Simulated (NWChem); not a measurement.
# SiH4 (SMILES [H][Si]([H])([H])[H]): levels of theory compared

Wanted: a comparison of 6 runs (HF/3-21G, HF/def2-SVP, B3LYP/6-31G*, B3LYP/6-31+G*, PBE0/def2-SVP, PBE/6-311+G**) of SiH4. 

The calculation is run with NWChem 7.3.0.

### 1 Starting point

SiH4 has 5 atoms, charge 0, and is taken as a singlet. As SMILES, `[H][Si]([H])([H])[H]`. Geometry: relaxed at GFN2-xTB.

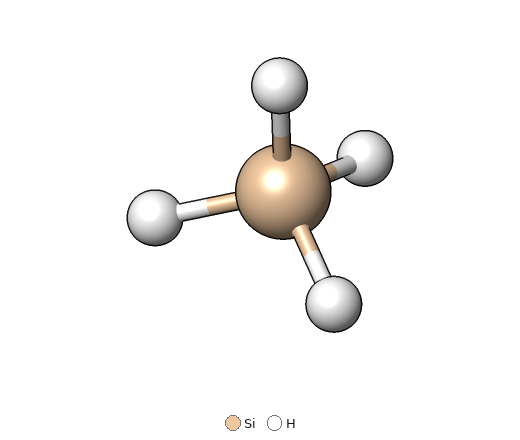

Viewed from a chosen angle; silicon light orange, hydrogen white.

### 2 Energy and gradient at HF/3-21G (run 1)

mol.nw reads:

```
start mol
memory 2200 mb
geometry units angstrom noautosym nocenter noautoz
  Si    0.000060   -0.000040    0.000090
  H     0.011300   -0.019430    1.460880
  H     1.373450    0.011260   -0.497760
  H    -0.696580    1.196700   -0.465720
  H    -0.688230   -1.188490   -0.497490
end
basis spherical bse
  * library 3-21G
end
scf
  thresh 1e-08
  maxiter 80
end
task scf gradient
```

The run is started by

```sh
nwchem mol.nw > mol.out
```

Standard output:

```text
[...]
  functions       =    21
[...]
  wavefunction    = RHF
[...]
         Total SCF energy =   -289.685992889269
      One-electron energy =   -444.246888527058
      Two-electron energy =    132.945147125602
 Nuclear repulsion energy =     21.615748512187
        Time for solution =      0.1s
[...]
                         RHF ENERGY GRADIENTS
    atom               coordinates                        gradient
                 x          y          z           x          y          z
   1 Si      0.000113  -0.000076   0.000170    0.000006  -0.000078  -0.000011
   2 H       0.021354  -0.036717   2.760663   -0.000091   0.000138  -0.010318
   3 H       2.595444   0.021278  -0.940630   -0.009741  -0.000085   0.003510
   4 H      -1.316345   2.261435  -0.880083    0.004915  -0.008457   0.003282
   5 H      -1.300566  -2.245920  -0.940120    0.004910   0.008481   0.003537
[...]
```

Run time: 0.7 s. Hardware: 1 thread of Intel Xeon 6975P-C (Granite Rapids), shared host; peak memory 0.099 GiB.

### 3 Energy and forces at HF/def2-SVP (run 2)

run.py reads:

```python
from ase import Atoms
from ase.calculators.nwchem import NWChem

molecule = Atoms('SiHHHH', positions=[
    [0.000060, -0.000040, 0.000090],
    [0.011300, -0.019430, 1.460880],
    [1.373450, 0.011260, -0.497760],
    [-0.696580, 1.196700, -0.465720],
    [-0.688230, -1.188490, -0.497490],
])

calc = NWChem(
    label='calc',
    theory='scf',
    memory='2200 mb',
    basis='def2-SVP',
    basispar='spherical bse',
    scf={'nopen': '0', 'rhf': None, 'thresh': '1e-08', 'maxiter': '80'},
)
molecule.calc = calc

forces = molecule.get_forces()
print("Total energy (eV):", round(molecule.get_potential_energy(), 6))
print("forces (eV/A):")
for s, f in zip(molecule.symbols, forces):
    print(f"{s:2s} {f[0]:10.5f} {f[1]:10.5f} {f[2]:10.5f}")
print("dipole (e A):", molecule.get_dipole_moment().round(4))
```

The run is started by

```sh
export ASE_NWCHEM_COMMAND="nwchem PREFIX.nwi > PREFIX.nwo"
python run.py
```

Standard output:

```text
Total energy (eV): -7922.684283
forces (eV/A):
Si   -0.00041    0.00406    0.00041
H     0.00396   -0.00586    0.43565
H     0.41169    0.00365   -0.14810
H    -0.20749    0.35713   -0.13848
H    -0.20780   -0.35898   -0.14954
dipole (e A): [ 0.0001 -0.0001  0.0001]
```

The calculator wrote calc.nwi:

```
title "calc"

permanent_dir calc

scratch_dir calc

start calc

geometry units angstrom nocenter noautosym noautoz
  Si 6.0000000000000002e-05 -4.0000000000000003e-05 9.0000000000000006e-05
  H  1.1299999999999999e-02 -1.9429999999999999e-02 1.4608800000000000e+00
  H  1.3734500000000001e+00 1.1259999999999999e-02 -4.9775999999999998e-01
  H  -6.9657999999999998e-01 1.1967000000000001e+00 -4.6572000000000002e-01
  H  -6.8823000000000001e-01 -1.1884900000000000e+00 -4.9748999999999999e-01
end

memory 2200 mb

basis spherical bse noprint
   * library def2-SVP
end

scf
  nopen 0
  rhf
  thresh 1e-08
  maxiter 80
end

task scf gradient
```

calc.nwo (excerpt; [...] marks lines left out):

```text
[...]
      One-electron energy =   -445.989740047888
[... 1 line left out ...]
 Nuclear repulsion energy =     21.615748512187
[... 27 lines left out ...]
                       ROHF Final Molecular Orbital Analysis
[... 168 lines left out ...]
     1   1 0 0      0.000151      0.000000      0.001474
[...]
  wavefunction    =   RHF
                         RHF ENERGY GRADIENTS
    atom               coordinates                        gradient
                 x          y          z           x          y          z
   1 Si      0.000113  -0.000076   0.000170    0.000008  -0.000079  -0.000008
   2 H       0.021354  -0.036717   2.760663   -0.000077   0.000114  -0.008472
   3 H       2.595444   0.021278  -0.940630   -0.008006  -0.000071   0.002880
   4 H      -1.316345   2.261435  -0.880083    0.004035  -0.006945   0.002693
   5 H      -1.300566  -2.245920  -0.940120    0.004041   0.006981   0.002908
[...]
```

Run time: 1.5 s. Hardware: 1 thread of Intel Xeon 6975P-C (Granite Rapids), shared host; peak memory 0.099 GiB.

Run 3 isn't shown in full; the table further down has it.

### 4 Energy and forces at B3LYP/6-31+G(d) (spherical functions) (run 4)

run.py reads:

```python
from ase import Atoms
from ase.calculators.nwchem import NWChem

atoms = Atoms(['Si', 'H', 'H', 'H', 'H'], positions=[
    [0.000060, -0.000040, 0.000090],
    [0.011300, -0.019430, 1.460880],
    [1.373450, 0.011260, -0.497760],
    [-0.696580, 1.196700, -0.465720],
    [-0.688230, -1.188490, -0.497490],
])

calc = NWChem(
    label='h4si',
    theory='dft',
    memory='2200 mb',
    basis='6-31+G*',
    basispar='spherical bse',
    dft={'xc': 'b3lyp', 'mult': '1', 'grid': 'xfine', 'convergence': 'energy 1e-08', 'iterations': '100', 'mulliken': None},
)
atoms.calc = calc

forces = atoms.get_forces()
print("Total energy (eV):", round(atoms.get_potential_energy(), 6))
print("forces (eV/A):")
for s, f in zip(atoms.symbols, forces):
    print(f"{s:2s} {f[0]:10.5f} {f[1]:10.5f} {f[2]:10.5f}")
print("dipole (e A):", atoms.get_dipole_moment().round(4))
```

The run is started by

```sh
export ASE_NWCHEM_COMMAND="nwchem PREFIX.nwi > PREFIX.nwo"
python run.py
```

Standard output:

```text
Total energy (eV): -7942.536012
forces (eV/A):
Si   -0.00026    0.00396    0.00067
H     0.00432   -0.00663    0.49175
H     0.46429    0.00401   -0.16733
H    -0.23423    0.40294   -0.15643
H    -0.23407   -0.40438   -0.16866
dipole (e A): [ 0.0001 -0.0001  0.0001]
```

The calculator wrote h4si.nwi:

```
title "h4si"

permanent_dir h4si

scratch_dir h4si

start h4si

geometry units angstrom nocenter noautosym noautoz
  Si 6.0000000000000002e-05 -4.0000000000000003e-05 9.0000000000000006e-05
  H  1.1299999999999999e-02 -1.9429999999999999e-02 1.4608800000000000e+00
  H  1.3734500000000001e+00 1.1259999999999999e-02 -4.9775999999999998e-01
  H  -6.9657999999999998e-01 1.1967000000000001e+00 -4.6572000000000002e-01
  H  -6.8823000000000001e-01 -1.1884900000000000e+00 -4.9748999999999999e-01
end

memory 2200 mb

basis spherical bse noprint
   * library 6-31+G*
end

dft
  xc b3lyp
  mult 1
  grid xfine
  convergence energy 1e-08
  iterations 100
  mulliken
end

task dft gradient
```

h4si.nwo (excerpt; [...] marks lines left out):

```text
[...]
         Total DFT energy =     -291.882817188517
[...]
  wavefunction    = closed shell
                         DFT ENERGY GRADIENTS
    atom               coordinates                        gradient
                 x          y          z           x          y          z
   1 Si      0.000113  -0.000076   0.000170    0.000005  -0.000077  -0.000013
   2 H       0.021354  -0.036717   2.760663   -0.000084   0.000129  -0.009563
   3 H       2.595444   0.021278  -0.940630   -0.009029  -0.000078   0.003254
   4 H      -1.316345   2.261435  -0.880083    0.004555  -0.007836   0.003042
   5 H      -1.300566  -2.245920  -0.940120    0.004552   0.007864   0.003280
[...]
```

It took 4.5 s on 1 thread of Intel Xeon 6975P-C (Granite Rapids), shared host; peak memory 0.12 GiB.

Run 5 isn't shown in full; the table further down has it.

### 5 Energy and forces at PBE/6-311+G(d,p) (run 6)

test.nw reads:

```
START test
TITLE "H4Si PBE"
memory total 2200 mb

GEOMETRY units angstrom noautosym nocenter noautoz
Si     0.000060    -0.000040     0.000090
H      0.011300    -0.019430     1.460880
H      1.373450     0.011260    -0.497760
H     -0.696580     1.196700    -0.465720
H     -0.688230    -1.188490    -0.497490
END

BASIS spherical bse
* library 6-311+G**
END

DFT
xc xpbe96 cpbe96
grid xfine
convergence energy 1e-08
maxiter 100
mulliken
END

TASK dft gradient
```

The run is started by

```sh
nwchem test.nw > test.out
```

Standard output:

```text
[...]
          Wavefunction type:  closed shell.
          No. of atoms     :     5
          No. of electrons :    18
[...]
          Charge           :     0
          Spin multiplicity:     1
[...]
          AO basis - number of functions:    54
[...]
              XC Information
              --------------
          PerdewBurkeErnzerhof Exchange Functional  1.000
            Perdew 1991 LDA Correlation Functional  1.000 local
           PerdewBurkeErnz. Correlation Functional  1.000 non-local
[...]
 d= 0,ls=0.0,diis     1   -291.7034705098 -3.13D+02  4.27D-03  4.99D-01     0.9
[...]
 d= 0,ls=0.0,diis     7   -291.7177472152 -5.69D-10  3.25D-08  3.83D-12     5.3
         Total DFT energy =     -291.717747215244
      One electron energy =     -446.477856703410
           Coulomb energy =      155.361995748165
    Exchange-Corr. energy =      -22.217634772187
 Nuclear repulsion energy =       21.615748512187
[...]
      Total Density - Mulliken Population Analysis
     ---------------------------------------------
    Atom       Charge   Shell Charges
 -----------   ------   -------------------------------------------------------
    1 Si  14    13.68   0.79  1.18  0.94  1.04  0.84  0.50  1.98  3.89  0.71  1.44  0.21  0.01  0.04  0.10
    2 H    1     1.08   0.25  0.57  0.25  0.01
    3 H    1     1.08   0.25  0.57  0.25  0.01
    4 H    1     1.08   0.25  0.57  0.25  0.01
    5 H    1     1.08   0.25  0.57  0.25  0.01
[...]
  wavefunction    = closed shell
                         DFT ENERGY GRADIENTS
    atom               coordinates                        gradient
                 x          y          z           x          y          z
   1 Si      0.000113  -0.000076   0.000170    0.000003  -0.000075  -0.000016
   2 H       0.021354  -0.036717   2.760663   -0.000111   0.000177  -0.013193
   3 H       2.595444   0.021278  -0.940630   -0.012441  -0.000106   0.004493
   4 H      -1.316345   2.261435  -0.880083    0.006287  -0.010810   0.004200
   5 H      -1.300566  -2.245920  -0.940120    0.006262   0.010815   0.004517
[...]
```

It took 6.9 s on 1 thread of Intel Xeon 6975P-C (Granite Rapids), shared host; peak memory 0.12 GiB.

### 6 Overview of the runs

| run | level | Cartesian functions | iteration cap | energy (Eh) | dipole moment (D) | HOMO energy (eV) | LUMO energy (eV) | wall time |
| --- | --- | --- | --- | --- | --- | --- | --- | --- |
| 1 | HF/3-21G | no | 80 | -289.685993 | 0.00 | -13.26 | 5.08 | 0.7 s |
| 2 | HF/def2-SVP | no | 80 | -291.153280 | 0.00 | -13.33 | 4.90 | 1.5 s |
| 3 | B3LYP/6-31G* (Cartesian functions) | yes | 100 | -291.882788 | 0.00 | -9.66 | 1.46 | 3.6 s |
| 4 | B3LYP/6-31+G* (spherical functions) | no | 100 | -291.882817 | 0.00 | -9.73 | 0.07 | 4.5 s |
| 5 | PBE0/def2-SVP | no | 100 | -291.651298 | 0.00 | -9.91 | 1.58 | 4.8 s |
| 6 | PBE/6-311+G** | no | 100 | -291.717747 | 0.00 | -8.56 | -0.17 | 6.9 s |

### 7 Summary of results

| quantity | value |
| --- | --- |
| run 6: total energy | -291.71775 Eh |
| run 6: dipole moment | 0.00 D |
| run 6: HOMO energy | -8.56 eV |
| run 6: LUMO energy | -0.17 eV |
| run 6: HOMO–LUMO gap | 8.40 eV |
| run 6: largest force on an atom | 0.683 eV/Å |

In words: The HOMO–LUMO gap runs from 8.40 eV (PBE/6-311+G**) to 18.34 eV (HF/3-21G). The two ends differ in method and basis. Totals of different functionals can't be ranked against each other. All runs together took 22 s, the longest 6.9 s.
